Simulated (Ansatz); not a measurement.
# AlFH3NO: molecular dynamics

The plan is to follow the molecule's vibrations and see whether its bonds hold. The start is relaxed first. Runs: 300 steps of 1 fs at constant energy, with velocities drawn for 1000 K.

Program: Ansatz 0.2.0. Level of theory: RKS B3LYP-D4/cc-pVDZ. These are calculated values, not measurements.

### Step 1. Starting point

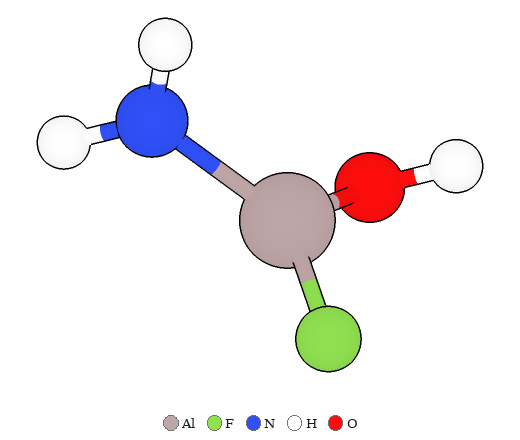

Start, viewed from a free direction; aluminium light grey, fluorine green, nitrogen blue, hydrogen white, oxygen red.

As a file:

```xyz
7

Al    0.0000    0.0000    0.0000
F     0.0000    0.0000    1.6900
N     1.6627    0.0000   -0.9600
H     2.1293   -0.9179   -1.2118
H     2.1141    0.9179   -1.2382
O    -1.5415    0.0000   -0.8900
H    -2.0512   -0.8467   -0.6815
```

### Step 2. Preparing the start

input.yaml

```yaml
crystal:
  periodic: [false, false, false]
  atoms:
    - { symbol: Al, position_ang: [0.0, 0.0, 0.0] }
    - { symbol: F, position_ang: [0.0, 0.0, 1.69] }
    - { symbol: "N", position_ang: [1.6627, 0.0, -0.96] }
    - { symbol: H, position_ang: [2.1293, -0.9179, -1.2118] }
    - { symbol: H, position_ang: [2.1141, 0.9179, -1.2382] }
    - { symbol: O, position_ang: [-1.5415, 0.0, -0.89] }
    - { symbol: H, position_ang: [-2.0512, -0.8467, -0.6815] }
basis:
  gaussian: { orbitals: cc-pVDZ }
hamiltonian:
  xc: b3lyp
  dispersion: d4
relax:
  f_tol: 0.02
  max_steps: 40
```

The run is started by

```sh
$ ansatz run input.yaml --threads 1 --pin off --max-ram 2048MiB --backend cpu --events-out ev --progress --plain --runs-dir out
```

The runs that follow: Dynamics.

**Question.** What will these runs give? Wanted: relaxation of the start; temperature, first and last step; temperature, second half; potential energy, second half; largest change of the total energy; bonds formed or broken.

**Answer**, as computed:

| quantity | value |
| --- | --- |
| relaxation of the start | 10 moves, 0.933 eV lower |
| length | 300 steps of 1 fs |
| temperature, first and last step | 1000 and 415 K |
| temperature, second half | mean 495 K, from 178 to 771 K |
| potential energy, second half | +48 meV/atom from the start |
| largest change of the total energy | 2.30 meV/atom |
| bonds formed or broken | 0 |

In words: The temperature starts at 1000 K and averages 495 K in the second half, where it ranges from 178 to 771 K; a mean near half the start is what vibrations about a minimum give, since they share energy equally between motion and strain. The total energy strays from its start by at most 2.30 meV/atom, 5.1 % of the mean kinetic energy, which is poor: the step of 1 fs is too long for the fastest motion. The bonding pattern survives the run. Averages from a run of 300 fs with 7 atoms are rough. The nuclei move classically, without zero-point motion, which matters most for hydrogen.
